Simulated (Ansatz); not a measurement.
## Pressure series in AlN

Consider AlN in the rock salt structure (space group Fm-3m, No. 225; a = 4.045 Å; a model cell, its experimental status unchecked).

Cell and atoms are relaxed at each pressure.

Method: plane-wave PAW DFT at the PBEsol level (Ansatz, an electronic-structure program, 420 eV), no spin-orbit coupling.

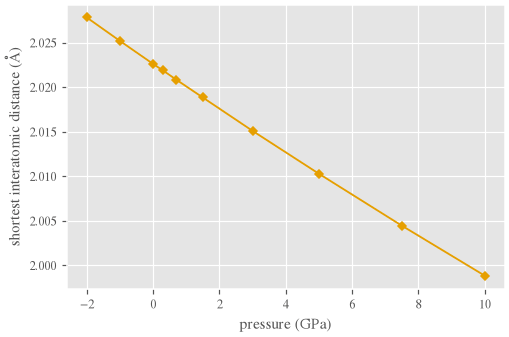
Shortest interatomic distance against pressure

Question: From the plot, what is the shortest interatomic distance for pressure 10 GPa?

Answer: About 1.999 Å.

Question: Is the trend monotonic over the range shown?

Answer: Yes, it falls throughout, spanning 1.999 Å to 2.028 Å.

Load acts through the strain it causes; cell and atoms are relaxed under it. Stability against distortions was not tested. No other phases were tried under pressure. The base started in Pnma and relaxed to Fm-3m at this level. This is not the structure that AlN has at room temperature and ambient pressure.
